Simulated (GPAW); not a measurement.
**Na2BrCl (R-3m): G0W0 with GPAW, start to end**

Wanted: ground state, empty states, screening and self-energy for Na2BrCl (R-3m).

Method: LDA and many-body steps on it, plane waves, in GPAW 26.7.0.

### Step 1. The structure

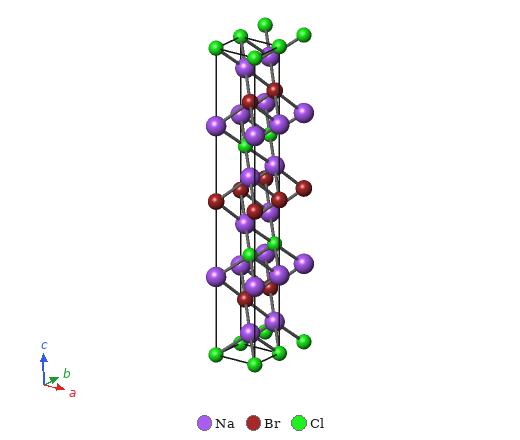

Start, viewed slightly off an axis; sodium purple, bromine red, chlorine green. 1×2×1 cells are drawn. This picture shows the conventional cell, with its axes. Bonds to atoms that aren't drawn are left out. Some periodic images of atoms are drawn too.

The cell and positions are those that the Materials Project relaxed with its own functionals (PBE, PBE+U or r2SCAN), kept fixed.

### Step 2. Ground state

This step: GPAW 26.7.0; DFT, LDA, plane waves, PAW.

The ground-state density comes first.

run.py

```python
import json
import numpy as np
from gpaw.mpi import world
from ase import Atoms
from gpaw import GPAW, PW, FermiDirac

atoms = Atoms(['Na', 'Na', 'Br', 'Cl'],
    cell=[[2.0360244553, 1.1754992673, 6.6581171636],
      [-2.0360244553, 1.1754992673, 6.6581171636],
      [0.0000000000, -2.3509985347, 6.6581171636]],
    scaled_positions=[[0.2541929500, 0.2541929500, 0.2541929500],
      [0.7458070500, 0.7458070500, 0.7458070500],
      [0.5000000000, 0.5000000000, 0.5000000000],
      [0.0000000000, 0.0000000000, 0.0000000000]],
    pbc=(True, True, True))
calc = GPAW(mode=PW(450),
    xc='LDA',
    kpts={'size': (8, 8, 8), 'gamma': True},
    occupations=FermiDirac(0.001),
    nbands=-8,
    convergence={'density': 1e-6, 'bands': -3},
    maxiter=100,
    txt='gs.txt')
atoms.calc = calc
res = {'energy': atoms.get_potential_energy()}
kpts = calc.get_ibz_k_points()
res['kpts'] = kpts
res['eigenvalues'] = [calc.get_eigenvalues(kpt=k) for k in range(len(kpts))]
res['n_electrons'] = calc.get_number_of_electrons()
calc.write('gs.gpw')

if world.rank == 0:
    with open('result.json', 'w') as f:
        json.dump(res, f, default=lambda x: x.tolist())
```

Run with:

```bash
$ mpirun -n 4 gpaw python run.py
```

Numbers of over 12 decimals in the logs are rounded to 6 here.

What it wrote:

```text
__  _  _
 | _ |_)|_||  |
 |__||  | ||/\| - 26.7.0

Input parameters:
  mode=PW(ecut=450.000000),
  convergence={'density': 1e-06, 'bands': -3},
  kpts=MonkhorstPack(size=(8, 8, 8), gamma=True),
  maxiter=100,
  nbands=-8,
  occupations=Occupations(name='fermi-dirac', width=0.001, fixmagmom=False),
  xc=XC(name='LDA')
  [... matrices ...]
Diagonalizing LCAO Hamiltonian
Converting LCAO to pw mode

       Na

       Br

       Na

       Cl

Atoms  # Å, Bohr magnetons
|   | symbol |        x |         y |         z |    initial magnetic moments |
| 0 |     Na | 0.000000 | -0.000000 |  5.077339 | ( 0.0000,  0.0000,  0.0000) |
| 1 |     Na | 0.000000 | -0.000000 | 14.897012 | ( 0.0000,  0.0000,  0.0000) |
| 2 |     Br | 0.000000 | -0.000000 |  9.987176 | ( 0.0000,  0.0000,  0.0000) |
| 3 |     Cl | 0.000000 |  0.000000 |  0.000000 | ( 0.0000,  0.0000,  0.0000) |

Unit cell  # Å
| periodic |         x |         y |        z |  lengths |    angles |
|      yes |  2.036024 |  1.175499 | 6.658117 | 7.061000 | 33.518146 |
|      yes | -2.036024 |  1.175499 | 6.658117 | 7.061000 | 33.518146 |
|      yes |  0.000000 | -2.350999 | 6.658117 | 7.061000 | 33.518146 |

Number of symmetries: 12
Symmetry operations  # r_c * U_cc + t_c -> r_c
|    | kind |            matrix            |
|  0 |  E   |  1, 0, 0,  0, 1, 0,  0, 0, 1 |
|  1 |  σ   |  1, 0, 0,  0, 0, 1,  0, 1, 0 |
|  2 |  σ   |  0, 1, 0,  1, 0, 0,  0, 0, 1 |
|  3 |  C3  |  0, 1, 0,  0, 0, 1,  1, 0, 0 |
|  4 |  C3  |  0, 0, 1,  1, 0, 0,  0, 1, 0 |
|  5 |  σ   |  0, 0, 1,  0, 1, 0,  1, 0, 0 |
|  6 |  C2  |  0, 0,-1,  0,-1, 0, -1, 0, 0 |
|  7 |  S6  |  0, 0,-1, -1, 0, 0,  0,-1, 0 |
|  8 |  S6  |  0,-1, 0,  0, 0,-1, -1, 0, 0 |
|  9 |  C2  |  0,-1, 0, -1, 0, 0,  0, 0,-1 |
| 10 |  C2  | -1, 0, 0,  0, 0,-1,  0,-1, 0 |
| 11 |  i   | -1, 0, 0,  0,-1, 0,  0, 0,-1 |

BZ-sampling:
  Number of BZ points: 512
  Number of IBZ points: 65

  Monkhorst-Pack size: [8, 8, 8]
  Monkhorst-Pack shift: [0.0625, 0.0625, 0.0625]

K-points  # in reciprocal-cell coordinates
|     |                                coordinates |     weight |
|   0 | (  0.00000000,   0.00000000,   0.00000000) | 0.00195312 |
|   1 | (  0.12500000,   0.00000000,  -0.12500000) | 0.01171875 |
|   2 | (  0.12500000,   0.00000000,   0.00000000) | 0.01171875 |
|   3 | (  0.12500000,   0.12500000,  -0.12500000) | 0.01171875 |
|   4 | (  0.12500000,   0.12500000,   0.00000000) | 0.01171875 |
|   5 | (  0.12500000,   0.12500000,   0.12500000) | 0.00390625 |
|   6 | (  0.25000000,  -0.12500000,  -0.12500000) | 0.01171875 |
|   7 | (  0.25000000,   0.00000000,  -0.25000000) | 0.01171875 |
|   8 | (  0.25000000,   0.00000000,  -0.12500000) | 0.02343750 |
|   9 | (  0.25000000,   0.00000000,   0.00000000) | 0.01171875 |
| ... |                                            |            |
|  64 | (  0.50000000,   0.50000000,   0.50000000) | 0.00195312 |

Plane wave coefficients: 2093
Cutoff: 450.000000 eV

Spin-components: 1 (collinear spins)
Bands:           22
Projectors:      20
Spin-degeneracy: 2
Datatype:        complex128

  Storage: CPU
  Wave functions: 47_887_840 bytes (11_971_960 per core)
  Projectors: 60_948_160 bytes (15_237_040 per core)
  [... matrices ...]
Parallelization:
  kpt:    4
  domain: 1
  band:   1

Density:
  Valence electrons: 28.0
  Components: 1
  Grid points: [35 35 35]
  Charge: 0.0  # |e|

Potential:
  Grid points: [35 35 35]

species:
  Na:
    name:    Sodium
    Z:       11.0
    valence: 7
    core:    4
    charge:  0.0  # [|e|]
    compensation charges:
      type: gauss
      rc: 0.37  # [Å]
      lmax: 2
    cutoffs:
      filter: 2.17  # [Å]
      core: 2.59  # [Å]
    projectors
    | kind |    occ | energy [eV] | rcut [Å] |
    |   3s |  1.000 |      -2.819 |    1.201 |
    |   2p |  6.000 |     -28.826 |    1.217 |
    |   3p |  0.000 |      -0.774 |    1.217 |
    |    s |        |      24.392 |    1.201 |
    |    d |        |       0.000 |    1.238 |

    Using partial waves for Na as LCAO basis

  Br:
    name:    Bromine
    Z:       35.0
    valence: 7
    core:    28
    charge:  0.0  # [|e|]
    compensation charges:
      type: gauss
      rc: 0.35  # [Å]
      lmax: 2
    cutoffs:
      filter: 1.98  # [Å]
      core: 2.38  # [Å]
    projectors
    | kind |    occ | energy [eV] | rcut [Å] |
    |   4s |  2.000 |     -20.306 |    1.111 |
    |   4p |  5.000 |      -8.003 |    1.111 |
    |    s |        |       6.906 |    1.111 |
    |    p |        |      19.208 |    1.111 |
    |    d |        |       0.000 |    1.111 |

    Using partial waves for Br as LCAO basis

  Cl:
    name:    Chlorine
    Z:       17.0
    valence: 7
    core:    10
    charge:  0.0  # [|e|]
    compensation charges:
      type: gauss
      rc: 0.25  # [Å]
      lmax: 2
    cutoffs:
      filter: 1.40  # [Å]
      core: 1.49  # [Å]
    projectors
    | kind |    occ | energy [eV] | rcut [Å] |
    |   3s |  2.000 |     -20.688 |    0.794 |
    |   3p |  5.000 |      -8.701 |    0.794 |
    |    s |        |       6.523 |    0.794 |
    |    p |        |      18.511 |    0.794 |
    |    d |        |       0.000 |    0.794 |

    Using partial waves for Cl as LCAO basis

Reference energy: -92129.091110  # eV

eigensolver:
  PPCG
  Converge bands: -3
  niter=2

density mixing:
  MSR1-Mixer
  Pratt-step length: 0.05
  Maximum mixing coefficient: 0.75
  Old densities: 10
  SVD Regularization: 0.005
  Good broyden scale: 1.0
  Trust region scale: 1.0
  Backstep threshold: 4.0
  History deletion threshold: 6.0
  Fourier metric: weight=20.0, sigma=0.015

occupation numbers:
  Fermi-Dirac:
    width: 0.0010  # eV

poisson solver:
  ecut: 3600.000000  # eV

xc functional:
  name: None

Initialization done in: 2.056 s

convergence criteria:
- Maximum integral of absolute [dens]ity change: 1e-06 electrons / valence electron
- Maximum [total energy] change in last 3 cyles: 0.0005 eV / valence electron
- Maximum integral of absolute [eigenst]ate change: 4e-08 eV^2 / valence electron
maximum number of iterations: 100

SCF iterations
|iter     |     time |      energy | eigst |  dens |
|iter:   1|  |  -14.215632 | +0.70 |       |
|iter:   2|  |  -14.190328 | -0.47 | -1.38 |
|iter:   3|  |  -14.078007 | -1.59 | -1.41 |
|iter:   4|  |  -14.077989 | -3.12 | -1.97 |
|iter:   5|  |  -14.078033c| -4.20 | -2.51 |
|iter:   6|  |  -14.078038c| -5.35 | -3.44 |
|iter:   7|  |  -14.078040c| -5.26 | -3.77 |
|iter:   8|  |  -14.078040c| -6.08 | -4.76 |
|iter:   9|  |  -14.078040c| -7.42c| -5.46 |
|iter:  10|  |  -14.078040c| -8.15c| -6.06c|

Converged in 10 steps
SCF loop duration: 16.497 s (1.650 s/step)
Energy contributions relative to reference atoms: (reference = -92129.091110)
  [... matrices ...]
Energy contributions:
  Kinetic:          14.954077
  Coulomb:         -15.275894
  Zero:             -0.107330
  External:          0.000000
  Xc:              -13.648892
  Entropy:          -0.000000
  Spinorbit:         0.000000
  ----------------------------
  Free energy:     -14.078040
  Extrapolated:    -14.078040

dipole moment: (0.000000, 0.000000, -74.798785)  # |e|*Ang

Fermi level: 1.559
Eigenvalues  # (at kpt = [0.000, 0.000, 0.000])
| band index |      eig [eV] | occ [0-2] |
|          0 |       -21.665 |     2.000 |
|        ... |               |           |
|          6 |       -13.328 |     2.000 |
|          7 |       -12.900 |     2.000 |
|          8 |        -2.670 |     2.000 |
|          9 |        -1.101 |     2.000 |
|         10 |        -1.101 |     2.000 |
|         11 |        -0.499 |     2.000 |
|         12 |        -0.158 |     2.000 |
|         13 |        -0.158 |     2.000 |
|         14 |         3.793 |     0.000 |
|         15 |         5.917 |     0.000 |
|         16 |         9.486 |     0.000 |
|         17 |         9.486 |     0.000 |
|         18 |         9.648 |     0.000 |
|         19 |         9.722 |     0.000 |
|         20 |         9.739 |     0.000 |
|         21 |         9.739 |     0.000 |

Gap: 3.952 eV
Transition (v -> c):
  (s=0, k=0, n=13, [0.00, 0.00, 0.00]) -> (s=0, k=0, n=14, [0.00, 0.00, 0.00])
No difference between direct/indirect transitions
# Writing to gs.gpw (mode='')
  [... matrices ...]
```

Elapsed: 20 s, on 4 MPI ranks of Intel Xeon Platinum 8488C (Sapphire Rapids), shared host; peak memory 0.87 GiB; 80 s of CPU time.

Numbers from this step:

* total energy: -14.08 eV
* gap: 3.952 eV
* k of the valence top: 0, 0, 0
* k of the conduction bottom: 0, 0, 0
* least direct gap: 3.952 eV

The gap is direct, at Γ.

### Step 3. Empty states on the mesh, 4×4×4 mesh, 227 bands

The sums over transitions need many empty states on a uniform mesh; this step solves for them.

run.py

```python
import json
import numpy as np
from gpaw.mpi import world
from gpaw import GPAW

calc = GPAW('gs.gpw').fixed_density(kpts={'size': (4, 4, 4), 'gamma': True},
    parallel={'domain': 1, 'band': 1},
    txt='nscf.txt')
calc.diagonalize_full_hamiltonian(nbands=227)
calc.write('full.gpw', mode='all')
res = {}
kpts = calc.get_ibz_k_points()
res['kpts'] = kpts
res['eigenvalues'] = [calc.get_eigenvalues(kpt=k) for k in range(len(kpts))]
res['n_electrons'] = calc.get_number_of_electrons()

if world.rank == 0:
    with open('result.json', 'w') as f:
        json.dump(res, f, default=lambda x: x.tolist())
```

Run with:

```bash
$ mpirun -n 4 gpaw python run.py
```

What it wrote:

```text
Diagonalizing LCAO Hamiltonian
Converting LCAO to pw mode
convergence criteria:
- Maximum integral of absolute [eigenst]ate change: 4e-08 eV^2 / valence electron
maximum number of iterations: 100

SCF iterations
|iter     |     time |      energy | eigst |  dens |
|iter:   1|  |             | +0.69 |       |
|iter:   2|  |             | -0.41 |       |
|iter:   3|  |             | -1.72 |       |
[...]
|iter:   8|  |             | -6.32 |       |
|iter:   9|  |             | -7.10 |       |
|iter:  10|  |             | -7.72c|       |
SCF steps: 10
  __  _  _
 | _ |_)|_||  |
 |__||  | ||/\| - 26.7.0

Input parameters:
  mode=PW(ecut=450.000000),
  convergence={'density': 1e-06, 'bands': -3},
  gpts=array([35, 35, 35]),
  kpts=MonkhorstPack(size=(4, 4, 4), gamma=True),
  maxiter=100,
  nbands=22,
  occupations=Occupations(name='fermi-dirac', width=0.001, fixmagmom=False),
  parallel={'domain': 1, 'band': 1},
  xc=XC(name='LDA')
Matrix size: 2093x2093
# Writing to full.gpw (mode='all')
  [... matrices ...]

timing:  # [seconds]
  Total: 24.595  # ━━━━━━━━━━━━━━━━━━━━━━━━━━━━━━━━━━━━━━━━━━━━━━━━━━━━━━━━━━
```

The job ended after 31 s (4 MPI ranks; peak memory 2.2 GiB).

Numbers from this step:

```yaml
gap: 3.952 eV
k_of_the_valence_top: 0, 0, 0
k_of_the_conduction_bottom: 0, 0, 0
least_direct_gap: 3.952 eV
k_points_computed: 13
lowest_point_of_the_top_converged_band_above_the_valence_top: 93.5528 eV
```

On this mesh the gap is 3.952 eV.

### Step 4. Screening and self-energy, 4×4×4 mesh, 100 bands, screening to 60 eV

Now the one-shot GW correction: screening in the RPA, then the self-energy of the levels asked for.

This step: G0W0 on LDA, plane waves, PAW.

run.py

```python
import json
import numpy as np
from gpaw.mpi import world
from gpaw.response.g0w0 import G0W0

gw = G0W0('full.gpw',
    filename='gw',
    kpts=[0],
    bands=(12, 16),
    ecut=60,
    nbands=100,
    integrate_gamma='WS',
    ppa=True)
gw.calculate()
res = {mode: {k: v for k, v in r.items() if k != 'sigma_eskwn'}
       for mode, r in gw.all_results.items()}

if world.rank == 0:
    with open('result.json', 'w') as f:
        json.dump(res, f, default=lambda x: x.tolist())
```

Run with:

```bash
$ mpirun -n 4 gpaw python run.py
```

What it wrote:

```text
Using integrator: PointIntegrator
FrequencyGridDescriptor(from 0.000+0.000j to 0.000+27.211j eV, 2 points)
Nonperiodic BCs:  [False False False]
Using integrator: PointIntegrator
FrequencyGridDescriptor(from 0.000+0.000j to 0.000+27.211j eV, 2 points)
Nonperiodic BCs:  [False False False]
  ___  _ _ _
 |   || | | |
 | | || | | |
 |__ ||_____|
 |___|

BZ k-points: Symmetries present (total): 12

  [... matrices ...]
64 k-points: 4 x 4 x 4 Monkhorst-Pack grid + [1/8,1/8,1/8]
13 k-points in the irreducible part of the Brillouin zone
       k-points in crystal coordinates                weights
   0:     0.00000000    0.00000000    0.00000000          1/64
   1:     0.25000000    0.00000000   -0.25000000          6/64
   2:     0.25000000    0.00000000    0.00000000          6/64
   3:     0.25000000    0.25000000   -0.25000000          6/64
   4:     0.25000000    0.25000000    0.00000000          6/64
   5:     0.25000000    0.25000000    0.25000000          2/64
   6:     0.50000000    0.00000000    0.00000000          3/64
   7:     0.50000000    0.25000000   -0.25000000          6/64
   8:     0.50000000    0.25000000    0.00000000         12/64
   9:     0.50000000    0.25000000    0.25000000          6/64
          ...
  12:     0.50000000    0.50000000    0.50000000          1/64

Distributing spins, k-points and bands (1 x 1 x 4) over 4 processes
Number of blocks: 1

Quasi particle states:
k-points (IBZ indices): [0]
Band range: (12, 16)
  [... matrices ...]
Computational parameters:
Plane wave cut-off: 60 eV
Number of bands: 100
Coulomb cutoff: None
Broadening: 0.1 eV

fxc modes: GW
Kernel: RPA
Using Godby-Needs plasmon-pole approximation:
  Fitting energy: i*E0, E0 = 1.000 Hartree
Summing all q:

Calculating screened Coulomb potential
No Coulomb truncation
FrequencyGridDescriptor(from 0.000+0.000j to 0.000+27.211j eV, 2 points)
Removing empty qpoint cache files...

Calculating chi0 body with:
    Ground state adapter containing:
    Number of spins: 1
    Number of kpoints: 64
    Number of irreducible kpoints: 13
    Number of completely occupied states: 14
    Number of partially occupied states: 14
    Occupied states memory: 9.159088 M / cpu

    Linear response parametrization:
    q_c: [0.0, 0.0, 0.0]
    Number of frequency points: 2
    Planewave cutoff: 60.0
    Number of bands: 100
    Number of planewaves: 111
    Broadening (eta): 1e-06
    comm.size: 4
    kncomm.size: 4
    blockcomm.size: 1

    Memory estimate of potentially large arrays:
        chi0_wGG: 0.376007 M / cpu
Integrating chi0 body.

Symmetries of q_c:
    Direct symmetries (Uq -> q): 12
    Indirect symmetries (TUq -> q): 0
In total 12 allowed symmetries.

  [... matrices ...]
13 groups of equivalent kpoints. 79.6875% reduction.

Integral kind: response function
Integrating chi0 head and wings.

Symmetries of q_c:
    Direct symmetries (Uq -> q): 12
    Indirect symmetries (TUq -> q): 0
In total 12 allowed symmetries.

  [... matrices ...]
13 groups of equivalent kpoints. 79.6875% reduction.

Integral kind: response function wings

Calculating chi0 body with:
    Ground state adapter containing:
    Number of spins: 1
    Number of kpoints: 64
    Number of irreducible kpoints: 13
    Number of completely occupied states: 14
    Number of partially occupied states: 14
    Occupied states memory: 9.159088 M / cpu

[... the further q-points ...]

Results:
f:      Occupation numbers
eps:     KS-eigenvalues [eV]
vxc:     KS vxc [eV]
exx:     Exact exchange [eV]
sigma:   Self-energies [eV]
dsigma:  Self-energy derivatives
Z:       Renormalization factors
qp:      QP-energies [eV]

k-point 0 (0): (0.000, 0.000, 0.000)                GW
band       f     eps     vxc     exx   sigma  dsigma       Z      qp
                                                                   GW
  12   1.000  -0.158 -16.317 -19.853   2.119  -0.214   0.824  -1.325
  13   1.000  -0.158 -16.317 -19.853   2.119  -0.214   0.824  -1.325
  14   0.000   3.793  -9.979  -5.546  -2.898  -0.162   0.861   5.115
  15   0.000   5.917  -9.042  -4.545  -2.987  -0.165   0.858   7.213
```

It took 97 s on 4 MPI ranks; peak memory 1.9 GiB; 6.5 min of CPU time.

Numbers from this step:

```
G0W0 gap on the points computed              : 6.440 eV
least direct G0W0 gap on the computed points : 6.440 eV
Z at the valence top                         : 0.8235
Z at the conduction bottom                   : 0.8605
starting gap on the mesh                     : 3.952 eV
k of the valence top                         : 0, 0, 0
k of the conduction bottom                   : 0, 0, 0
```

The gap on the mesh goes from 3.95 eV to 6.44 eV, a correction of +2.49 eV.

Limits: finite bands, cutoff and mesh; no spin-orbit coupling. v1 is the top filled band, c1 the lowest empty one. Levels before and after the correction, in eV, zero at the valence-band top of each column:

|  | conduction bottom | valence top |
| --- | --- | --- |
| Kohn-Sham | 3.95 | 0.00 |
| G0W0 | 6.44 | 0.00 |

|  | level | energy (eV) |
| --- | --- | --- |
| Kohn-Sham | Γ v2-v1 | 0.000 |
| Kohn-Sham | Γ c1 | 3.952 |
| Kohn-Sham | Γ c2 | 6.075 |
| G0W0 | Γ v2-v1 | 0.000 |
| G0W0 | Γ c1 | 6.440 |
| G0W0 | Γ c2 | 8.538 |

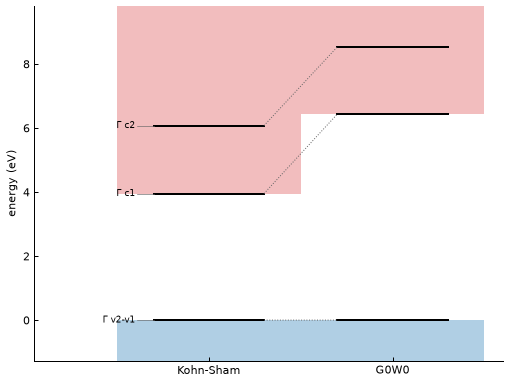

Levels before and after the correction. Shaded: valence and conduction bands.

### Step 5. Where the time went

Times are wall times on 4 MPI ranks of Intel Xeon Platinum 8488C (Sapphire Rapids), shared host, good to a factor of about two.

| step | time | share | memory (GiB) |
| --- | --- | --- | --- |
| ground state | 20 s | 14 % | 0.87 |
| empty states on the mesh | 31 s | 21 % | 2.2 |
| screening and self-energy | 97 s | 65 % | 1.9 |

### Step 6. Results

```yaml
lda_gap: 3.95 eV, direct
g0w0_gap_on_the_mesh: 6.44 eV
gw_settings: 4×4×4 mesh, 100 bands, screening to 60 eV, Godby-Needs plasmon pole
known_limits: not at the basis limit; no spin-orbit coupling
```

What this shows: G0W0 moves the gap on the mesh from 3.95 eV to 6.44 eV (+2.49 eV), with Z of 0.82 and 0.86 at the edges. Only 1 of the mesh's irreducible points was corrected, so a valley elsewhere could overtake. The dearest step here is «screening and self-energy». Bands and cutoff are finite, so the gap is not at the basis limit. The miss can reach some tenths of an eV and take either sign; the mesh is an error of its own. These stock PAW sets were not made for GW; the filled d or f shell of Br lies in the frozen core, which bears on start and correction. In the G0W0 run levels were corrected at 1 k point alone, so a gap called «on the mesh» is the least over those, and an edge elsewhere would be missed. The many-body steps are scalar-relativistic: spin-orbit coupling is not in them.

[Paths, hosts, dates, memory and timing lines, banners, echoed tables and standing remarks are left out of the program output.]

[Logs are printed without paths, hosts, clocks, repeated set-up lines and the standing remarks that a program may print on its own settings, such as how far it seeks lower states.]

[Runs of the session that timed out or met a known fault of the program may be left out.]

[Hosts, paths, dates, database ids (printed as entryN), source tags and the programs' standing remarks are cut or masked in the printed files.]
